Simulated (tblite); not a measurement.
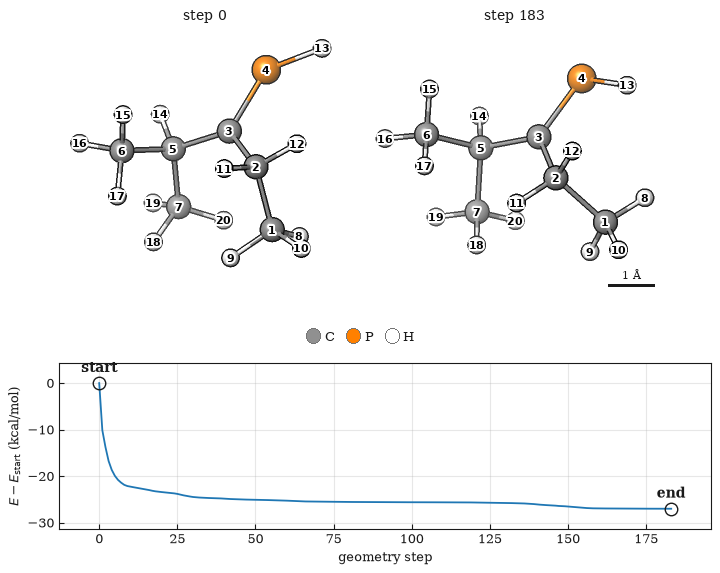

First and last geometry of a relaxation of C6H13P, with the history of the run. Style: ball-and-stick. Shown at a tilt.

These are results of GFN2-xTB geometry optimisation, gas phase in tblite 0.8.0, not measurements. 

Question: Read the history and describe the run.

Answer: It converged. The atom that moves furthest after the best rigid fit is H9 (1.43 Å). Largest moves by element: H 1.43 Å, C 0.55 Å, P 0.23 Å. Some distances before and after: P4–H13 1.479 → 1.404 Å, C1–C2 1.475 → 1.531 Å, C1–H10 1.141 → 1.088 Å, C7–H19 1.126 → 1.088 Å. Among the angles between lasting bonds that change: C3–P4–H13 123.3° → 96.8°, C2–C3–P4 117.0° → 123.3°, C5–C7–H20 115.7° → 110.4°. Groups turn about C2–C3 by about 45°, C5–C7 by about 40°, C5–C6 by about 20°. Over 183 geometry steps the energy falls by 27.0 kcal/mol. The run took 1.4 s on 1 thread of Arm Neoverse V1, on a shared host.

```tsv
step	E − E(0), kcal/mol
0	0.00
1	-10.13
2	-13.74
3	-16.73
4	-18.64
5	-19.92
6	-20.79
7	-21.39
8	-21.86
9	-22.12
10	-22.26
19	-23.34
28	-24.25
37	-24.73
46	-25.01
56	-25.17
65	-25.41
74	-25.50
83	-25.55
92	-25.57
101	-25.61
110	-25.62
119	-25.64
128	-25.74
137	-25.91
147	-26.40
156	-26.85
165	-26.95
174	-26.98
183	-27.00
```
